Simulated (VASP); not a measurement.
Band structure of Te2W. Computed with LDA (Ceperley-Alder, Perdew-Zunger), VASP's LDA PAW potentials (set 64) (plane waves; VASP).

The cell holds a wide vacuum, so values per volume refer to the whole cell. Unless said otherwise, spin-orbit coupling is left out, though it shifts the bands of the heavy elements here.

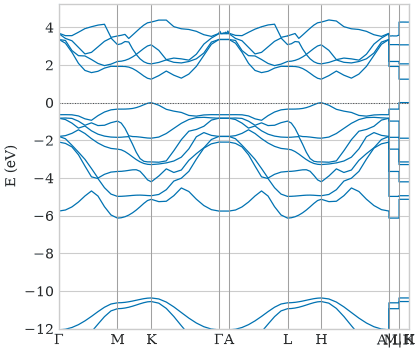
Bands along high-symmetry lines, zero at the valence-band maximum or, without a gap, the Fermi level

**Question.** Read the plot: is there a gap, and where are the band edges?

**Answer.** The gap is direct, 1.24 eV, from the valence maximum at K to the conduction minimum at K. (Edges off the drawn lines would not show.)

The cell is a sheet with vacuum, built from a database entry that may be metastable or hypothetical.
